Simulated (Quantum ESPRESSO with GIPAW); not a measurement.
**MgO (Periclase): NMR parameters from first principles**

Wanted: NMR shieldings for each site of MgO (Periclase).

Program: Quantum ESPRESSO with GIPAW 8.0dev (patched build). Level of theory: DFT, PBE, plane-wave PAW (pslibrary 1.0.0 recipes), scalar-relativistic, GIPAW; a patched development version of the program. Results are calculated unless marked as measured.

**1. Set-up**

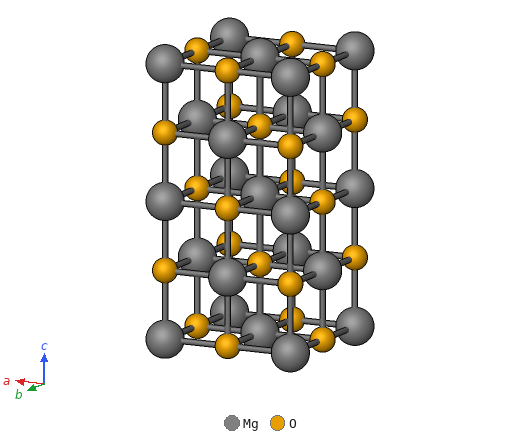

Start, viewed from a free direction; magnesium grey, oxygen orange. 1×1×2 cells are drawn. This picture shows the conventional cell, with its axes. Some periodic images of atoms are drawn too.

As a file:

```cif
data_structure
_symmetry_space_group_name_H-M 'P 1'
_symmetry_Int_Tables_number 1
_cell_length_a 2.9819
_cell_length_b 2.9819
_cell_length_c 2.9819
_cell_angle_alpha 60.000
_cell_angle_beta 60.000
_cell_angle_gamma 60.000
_cell_volume 18.75
loop_
_atom_site_label
_atom_site_type_symbol
_atom_site_fract_x
_atom_site_fract_y
_atom_site_fract_z
_atom_site_occupancy
Mg1 Mg 0.00000 0.00000 0.00000 1
O2 O 0.50000 0.50000 0.50000 1
```

The cell is an entry of the Crystallography Open Database; it need not be the form that is stable at ambient conditions.

A relaxation of the atoms beforehand (Quantum ESPRESSO with GIPAW) moved none by more than 0.003 Å.

**2. Self-consistent run**

The shielding is a linear response of the occupied states, which this run provides. It is converged far beyond what an energy needs, since the response uses the wavefunctions themselves. No empty states are asked for: the response is solved without them. The mesh has a spacing of 0.37 Å⁻¹ at most. The PAW files were made with ld1.x from the pslibrary 1.0.0 recipes, with GIPAW reconstruction switched on.

scf.in

```
&control
  calculation = 'scf'
  prefix = 'x'
  outdir = './tmp/'
  pseudo_dir = './'
/
&system
  ibrav = 0
  nat = 2
  ntyp = 2
  ecutwfc = 65
  ecutrho = 390
  nbnd = 8
/
&electrons
  conv_thr = 1.0d-10
  mixing_beta = 0.7
  electron_maxstep = 100
/
ATOMIC_SPECIES
  Mg 24.305 Mg.pbe-spnl-kjpaw_psl.1.0.0-gipaw.UPF
  O 15.999 O.pbe-n-kjpaw_psl.1.0.0-gipaw.UPF
CELL_PARAMETERS angstrom
  0.00000000 2.10850000 2.10850000
  2.10850000 0.00000000 2.10850000
  2.10850000 2.10850000 0.00000000
ATOMIC_POSITIONS crystal
  Mg 0.00000000 0.00000000 0.00000000
  O 0.50000000 0.50000000 0.50000000
K_POINTS automatic
  7 7 7 0 0 0
```

Run with:

```sh
mpirun -np 4 pw.x -nk 4 -in scf.in > scf.out
```

Log:

```text
using ibrav=0 with symmetry is DISCOURAGED, use correct ibrav instead

     bravais-lattice index     =            0
     lattice parameter (alat)  =       5.6349  a.u.
     unit-cell volume          =     126.5166 (a.u.)^3
     number of atoms/cell      =            2
     number of atomic types    =            2
     number of electrons       =        16.00
     number of Kohn-Sham states=            8
     kinetic-energy cutoff     =      65.0000  Ry
     charge density cutoff     =     390.0000  Ry
     scf convergence threshold =      1.0E-10
     mixing beta               =       0.7000
     number of iterations used =            8  plain     mixing
     Exchange-correlation= SLA-PW-PBX-PBC
                           (   1   4   3   4   0   0   0)
[...]
Mg               10.00    24.30500     Mg( 1.00)
     O                 6.00    15.99900     O ( 1.00)

     48 Sym. Ops., with inversion, found
[...]
number of k points=    20
[...]
Dense  grid:    16457 G-vectors     FFT dimensions: (  36,  36,  36)

     Smooth grid:     8873 G-vectors     FFT dimensions: (  30,  30,  30)

     Check: negative core charge=   -0.000025

     Initial potential from superposition of free atoms

     starting charge      15.9991, renormalised to      16.0000
     Starting wfcs are    9 randomized atomic wfcs

     Self-consistent Calculation

     iteration #  1     ecut=    65.00 Ry     beta= 0.70
     Davidson diagonalization with overlap
     ethr =  1.00E-02,  avg # of iterations =  1.4

     total energy              =    -182.91429097 Ry
     estimated scf accuracy    <       0.61049365 Ry

     iteration #  2     ecut=    65.00 Ry     beta= 0.70
     Davidson diagonalization with overlap
     ethr =  3.82E-03,  avg # of iterations =  4.5

     total energy              =    -183.19654133 Ry
     estimated scf accuracy    <       0.77782822 Ry

     iteration #  3     ecut=    65.00 Ry     beta= 0.70
     Davidson diagonalization with overlap
     ethr =  3.82E-03,  avg # of iterations =  2.0

     total energy              =    -183.13171802 Ry
     estimated scf accuracy    <       0.16985991 Ry

[...]
total energy              =    -183.31359994 Ry
[...]
iteration # 25     ecut=    65.00 Ry     beta= 0.70
     Davidson diagonalization with overlap
     ethr =  5.90E-12,  avg # of iterations =  8.3

     total energy              =    -183.31359993 Ry
     estimated scf accuracy    <       0.00000004 Ry

     iteration # 26     ecut=    65.00 Ry     beta= 0.70
     Davidson diagonalization with overlap
     ethr =  5.90E-12,  avg # of iterations =  8.8

     End of self-consistent calculation
     [one-electron energies left out]

!    total energy              =    -183.31359994 Ry
     total all-electron energy =      -551.430759 Ry
     estimated scf accuracy    <          4.6E-11 Ry

     The total energy is the sum of the following terms:
     one-electron contribution =     -88.24151291 Ry
     hartree contribution      =      49.43105851 Ry
     xc contribution           =     -25.31117600 Ry
     ewald contribution        =     -94.65573450 Ry
     one-center paw contrib.   =     -24.53623503 Ry

     convergence has been achieved in  26 iterations
[...]
JOB DONE.
```

Wall time 4.8 s (4 MPI ranks of Arm Neoverse V1, shared host); peak memory 0.21 GiB; 19 s of CPU time.

It converged in 26 cycles to an estimated accuracy of 5e-11 Ry, on 20 irreducible k-points.

**3. GIPAW: job nmr**

A uniform field breaks periodicity, so gipaw.x applies it as a wave of small q and takes the limit. It solves for the first-order states, builds the induced current and gets the field at each nucleus by Biot–Savart; the PAW spheres add what the smooth waves miss near the nuclei. pawproj makes the reconstruction use the PAW data sets' own projectors.

nmr.in

```
&inputgipaw
  job = 'nmr'
  prefix = 'x'
  tmp_dir = './tmp/'
  restart_mode = 'from_scratch'
  verbosity = 'low'
  q_gipaw = 0.01
  spline_ps = .true.
  conv_threshold = 1.0d-11
  use_nmr_macroscopic_shape = .false.
  pawproj(1) = .true.
  pawproj(2) = .true.
/
```

Run with:

```sh
mpirun -np 4 gipaw.x -in nmr.in > nmr.out
```

Log:

```text
[banner, memory and clock lines left out]
[a note of our patched build left out]

     Parallelizing q-star over 1 images

     IMPORTANT: XC functional enforced from input :
     Exchange-correlation= PBE
                           (   1   4   3   4   0   0   0)
     Any further DFT definition will be discarded
     Please, verify this is what you really want

     Check: negative core charge=   -0.000025
[...]
alpha_pv=    144.6331 eV

     spline_ps is .false., expect some extrapolation errors

     q-space interpolation up to    78.00 Rydberg

     GIPAW job: nmr
     NMR macroscopic correction: no
[...]
Computing the magnetic susceptibility     isolve=0    ethr=  0.1000E-10
     Starting from scratch
     k-point #    1 of    20      pool #  1    cpu time:       0.4
[...]
End of magnetic susceptibility calculation

     f-sum rule (1st term):
           -11.8312          0.0000         -0.0000
             0.0000        -11.8312         -0.0000
            -0.0000         -0.0000        -11.8312

     f-sum rule (2nd term):
            -0.2967          0.0000          0.0000
             0.0000         -0.2967          0.0000
             0.0000          0.0000         -0.2967

     f-sum rule (should be   -12.1257):
           -12.1279          0.0000         -0.0000
             0.0000        -12.1279         -0.0000
            -0.0000         -0.0000        -12.1279

[... susceptibilities left out ...]
     Contributions to the NMR chemical shifts: -------------------------------

     Macroscopic shape contribution in ppm:                    0.00
             0.0000          0.0000          0.0000
             0.0000          0.0000          0.0000
             0.0000          0.0000          0.0000

     Core contribution in ppm:

     Atom  1  Mg  pos: (  0.000000  0.000000  0.000000)  core sigma:         412.82
     Atom  2  O   pos: (  0.707107  0.707107  0.707107)  core sigma:         271.07

     Bare contribution in ppm:

     Atom  1  Mg  pos: (  0.000000  0.000000  0.000000)  bare sigma:          90.89
[...]
Atom  2  O   pos: (  0.707107  0.707107  0.707107)  bare sigma:          50.22
[...]
Diamagnetic contribution in ppm:

     Atom  1  Mg  pos: (  0.000000  0.000000  0.000000)  dia sigma:         169.11
[...]
Atom  2  O   pos: (  0.707107  0.707107  0.707107)  dia sigma:          17.64
[...]
Paramagnetic contribution in ppm:

     Atom  1  Mg  pos: (  0.000000  0.000000  0.000000)  para sigma:         218.36
[...]
Atom  2  O   pos: (  0.707107  0.707107  0.707107)  para sigma:          60.43
[...]
Paramagnetic US occ-occ contribution in ppm:

     Atom  1  Mg  pos: (  0.000000  0.000000  0.000000)  para_oo sigma:          -1.10
[...]
Atom  2  O   pos: (  0.707107  0.707107  0.707107)  para_oo sigma:          -2.17
[...]
Paramagnetic US L_R Q_R contribution in ppm:

     Atom  1  Mg  pos: (  0.000000  0.000000  0.000000)  para_lq sigma:        -360.27
[...]
Atom  2  O   pos: (  0.707107  0.707107  0.707107)  para_lq sigma:        -210.25
[...]
Total NMR chemical shifts in ppm: ---------------------------------------
     (adopting the Simpson convention for anisotropy and asymmetry)-----------

     Atom  1  Mg  pos: (  0.000000  0.000000  0.000000)  Total sigma:         529.81
           529.8146         -0.0000          0.0000
            -0.0000        529.8146         -0.0000
             0.0000         -0.0000        529.8146

     Mg      1    anisotropy:      0.00    eta:    0.0000
[...]
Atom  2  O   pos: (  0.707107  0.707107  0.707107)  Total sigma:         186.94
           186.9423         -0.0000          0.0000
            -0.0000        186.9423          0.0000
             0.0000          0.0000        186.9423

     O       2    anisotropy:      0.00    eta:    0.0000
[...]
```

Elapsed: 30 s, on 4 MPI ranks; peak memory 0.2 GiB.

The f-sum rule is met to 0.0022 of 12.1 (0.02 %). Converged shieldings require that this miss be small, but a small miss does not prove them.

From the symmetric part of each tensor, with principal values σ11 ≤ σ22 ≤ σ33: σ_iso is their mean, the span is σ33 − σ11 and the skew 3(σ_iso − σ22)/span. (gipaw.x prints an anisotropy in another convention.)

```tsv
site	atom no.	atoms in cell	σ_iso (ppm)	span (ppm)	skew
Mg	1	1	529.8	0.0	-
O	2	1	186.9	0.0	-
```

The macroscopic shape term is switched off. For a spherical sample the valence susceptibility of this run would add about 12 ppm to every site, a rough estimate, since the susceptibility converges slowly and lacks part of the PAW terms. Differences within the crystal don't depend on it, but shieldings of different compounds can't be compared to better than a few ppm without it.

Mg and O sit on cubic site symmetry, where the tensor must be isotropic.

How the isotropic values are made up (ppm). The core part is that of the free atom's core; bare is the current of the smooth valence states; the last two are what the PAW spheres add to the diamagnetic and the paramagnetic current:

```tsv
site	core	bare	reconstruction, dia	reconstruction, para
Mg	412.8	90.9	169.1	-143.0
O	271.1	50.2	17.6	-152.0
```

**4. From shieldings to shifts**

Covalently bonded atoms count as neighbours within 1.18 times the sum of their radii. Otherwise a cation's neighbours lie within 1.2 times its shortest bond (1.3 for large cations, each anion's radius taken off where they differ), and an anion's are the cations that count it.

```tsv
site	atom no.	atoms in cell	surroundings	bonds (Å)	σ_iso (ppm)
Mg	1	1	MgO6	2.108	529.8
O	2	1	bound to Mg6	2.108	186.9
```

**5. Cost against result**

Each row names what was changed: another mesh tests the sampling of the zone; another functional shows how far the paramagnetic term hangs on the exchange-correlation form; another cutoff tests the basis.

Changes of σ_iso (ppm) against the run above (PBE, cutoffs 65 and 390 Ry, mesh 7×7×7, 2.3 min). Times are CPU times of pw.x and gipaw.x together, on 4 MPI ranks of Arm Neoverse V1, shared host; on a shared host they are rough. A run is marked as doubtful where the f-sum miss passes 0.015 electrons, or that much for each three atoms in larger cells (with Tl, Pb, Hg, Bi or Sn a third of that, or a mesh spacing over 0.26 Å⁻¹), or where the susceptibility is unphysically large.

```tsv
run	CPU time	f-sum miss	Mg	O
mesh 9×9×9	3.8 min	2.0e-4	+0.2	+1.9
LDA	2.2 min	0.0023	-11.7	-16.2
cutoffs 45 and 390 Ry (marked)	85 s	0.071	-6.7	-0.5
mesh 5×5×5 (marked)	85 s	0.028	-2.2	-15.5
Wu-Cohen	2.3 min	0.0024	-2.8	-7.6
```

The largest move is -16.2 ppm, on O, from LDA.

**6. Results**

```
17O shielding without shape term  : 186.9 ppm
25Mg shielding without shape term : 529.8 ppm
```

**Reading.** 17O has one site (bound to Mg6), with isotropic shielding 186.9 ppm (shape term left out). A shift needs a reference, δ = σ_ref − σ, fixed on measured compounds; for 17O of this kind at this level too few were at hand, or they scattered too widely about a line, so none is given. Going to mesh 9×9×9 changes no isotropic shielding by more than 2 ppm, a first measure of the error left in that respect. A higher cutoff was not carried through on these files. The largest change with the functional is 16.2 ppm in absolute shielding; part of that drops out once each functional has its own reference line. This build of gipaw.x prints that it is not audited and that its numbers are no references by themselves. It also reports spline_ps as false although the input sets it; why was not traced.

[Banner, clock, file and message-heading lines were taken out of the pw.x and gipaw.x logs.]

[Logs are printed without paths, hosts, clocks, repeated set-up lines and the standing remarks that a program may print on its own settings, such as how far it seeks lower states.]

[Hosts, paths, dates, database ids (printed as entryN), source tags and the programs' standing remarks are cut or masked in the printed files.]

[Where no reference line passes its bar on scatter, no shift is given, so a measured shift of this compound may stand uncompared.]
